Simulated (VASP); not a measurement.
Given:

```xyz
2
Lattice="3.3067 0.0000 0.0000 0.0000 3.3067 0.0000 0.0000 0.0000 3.3067" Properties=species:S:1:pos:R:3 pbc="T T T"
Ga     0.0000     0.0000     0.0000
As     1.6533     1.6533     1.6533
```

Calculation: PBEsol GGA, VASP's PBE PAW potentials (set 64) (plane waves; VASP). Settings: 400 eV cut-off, 12×12×12 Γ-centred mesh, tetrahedra with Blöchl corrections, potentials Ga_d As.

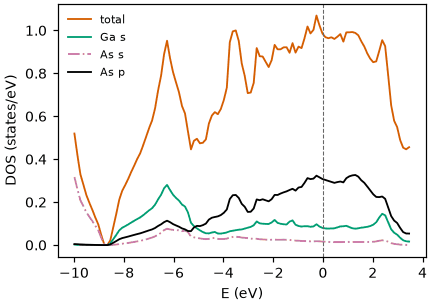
Fig. 1. Total and projected density of states, zero at the Fermi level

Within 2 eV below the Fermi level the largest weight inside VASP's projection spheres is As p, then Ga s.

It has no gap at this level: it comes out as a metal or semimetal.

The structure was generated: GaAs was put into the CsCl type type (Pm-3m), which need not be its known phase. It was relaxed first, which changed the volume by +18 %. VASP warned that the highest band is occupied, so more bands are needed.
